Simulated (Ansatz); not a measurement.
# CAM-B3LYP/STO-3G run of SiH2O2 (SMILES O[Si]O)

Aim: the vertical ionisation energy of SiH2O2 at CAM-B3LYP/STO-3G, from 2 runs. 

The calculation is run with Ansatz 0.2.0.

47 further runs of the same task are left out: 1 that didn't finish, 46 set aside as unsound or not needed.

## 1. Starting point

SiH2O2 has 5 atoms, charge 0, and is taken as a singlet. SMILES: `O[Si]O`. Geometry: relaxed at PBE0-D4/def2-TZVP. This is one conformer, not always the lowest.

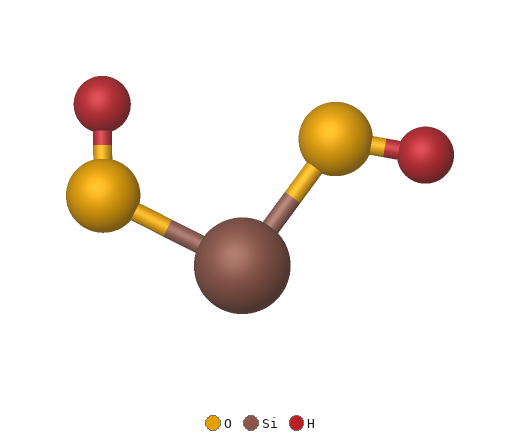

The structure, seen from a chosen angle (oxygen amber, silicon brown, hydrogen red).

## 2. The energy at CAM-B3LYP/STO-3G

input.yaml

```yaml
crystal:
  periodic: [false, false, false]
  atoms:
    - {symbol: O, position_ang: [-1.443200, -0.105600, -0.275000]}
    - {symbol: Si, position_ang: [-0.212000, -0.791300, 0.567700]}
    - {symbol: O, position_ang: [1.036000, 0.187500, 0.068600]}
    - {symbol: H, position_ang: [-1.231900, 0.648900, -0.836100]}
    - {symbol: H, position_ang: [1.901100, -0.013100, 0.433400]}
basis:
  gaussian:
    orbitals: STO-3G
hamiltonian:
  xc: {name: CAM-B3LYP}
accuracy: high
```

Launch:

```
ansatz run input.yaml --threads 1 --pin off --max-ram 2610MiB --events-out events.jsonl --progress --plain --runs-dir runs
```

What it wrote:

```text
Warning: RAYON_NUM_THREADS=1 ignored (pool sized by the plan → 1); use --threads N
Functional definition: CAM-B3LYP
  name "CAM-B3LYP"
  parameter alpha = 0.19
  parameter beta = 0.46
  parameter omega = 0.33/bohr
  parameter ac = 0.81
  exchange = (1 - alpha - beta)*b88_x + beta*b88_x_sr(omega) + alpha*exact_x + beta*exact_x_lr(omega)
  correlation = (1 - ac)*vwn5_c + ac*lyp_c
386 factors; integrals over basis functions are off by at most 3.1e-8 eV
164 factors; integrals over basis functions are off by at most 9.7e-10 eV
mean field evaluation 1: about -11850.3923 eV, gradient 2.6e1 eV
mean field evaluation 2: about -11850.6316 eV, gradient 2.7e1 eV
mean field evaluation 4: about -11852.8170 eV, gradient 5.5e-1 eV
mean field evaluation 8: about -11852.8110 eV, gradient 2.3e-3 eV
mean field evaluation 16: about -11852.8110 eV, gradient 2.8e-8 eV
mean field -11852.81102350 eV, -435.5827709896 hartree, gradient 2.5e-8 eV, S^2 0.000000; 0 other end points of the search recorded, 0 dependent functions left out
reference -11852.81103650 eV, -435.5827714676 hartree; 16, 16 occupied and 5, 5 virtual orbitals, 386 factors
Total energy: -11852.81103650 eV, -435.5827714676 hartree
```

Wall time 1.2 s (1 thread of Arm Neoverse V2, shared host); peak memory 0.097 GiB.

## 3. The doublet cation, same level

job.yaml

```yaml
crystal:
  periodic: [false, false, false]
  atoms:
    - {symbol: O, position_ang: [-1.443200, -0.105600, -0.275000]}
    - {symbol: Si, position_ang: [-0.212000, -0.791300, 0.567700]}
    - {symbol: O, position_ang: [1.036000, 0.187500, 0.068600]}
    - {symbol: H, position_ang: [-1.231900, 0.648900, -0.836100]}
    - {symbol: H, position_ang: [1.901100, -0.013100, 0.433400]}
basis:
  gaussian:
    orbitals: STO-3G
total_charge: 1
hamiltonian:
  xc: {name: CAM-B3LYP}
accuracy: high
magnetization:
  spin_polarized: true
  initial_magnetization: 1
```

Launch:

```
ansatz run job.yaml --threads 1 --pin off --max-ram 2610MiB --events-out events.jsonl --progress --plain --runs-dir runs
```

What it wrote, cut to the lines that bear on the results:

```text
Warning: RAYON_NUM_THREADS=1 ignored (pool sized by the plan → 1); use --threads N
Functional definition: CAM-B3LYP
  name "CAM-B3LYP"
[...]
386 factors; integrals over basis functions are off by at most 3.1e-8 eV
161 factors; integrals over basis functions are off by at most 9.7e-10 eV
[...]
mean field -11846.38832592 eV, -435.3467412071 hartree, gradient 4.2e-8 eV, S^2 0.757966; 2 other end points of the search recorded, 0 dependent functions left out
reference -11846.38833897 eV, -435.3467416868 hartree; 16, 15 occupied and 5, 6 virtual orbitals, 386 factors
Total energy: -11846.38833897 eV, -435.3467416868 hartree
```

Wall time 2.9 s (1 thread of Arm Neoverse V2, shared host); peak memory 0.13 GiB.

## 4. What came out

At CAM-B3LYP/STO-3G:

| quantity | value |
| --- | --- |
| singlet SiH2O2: total energy | -435.58277 Eh |
| doublet cation: total energy | -435.34674 Eh |
| doublet cation: ⟨S²⟩ | 0.758 |
| vertical ionisation energy (to the doublet cation) | 6.423 eV |

**Reading.** Removing an electron at fixed nuclei costs 6.42 eV (620 kJ/mol). In a minimal basis such a difference can be off by several eV, whatever the method.
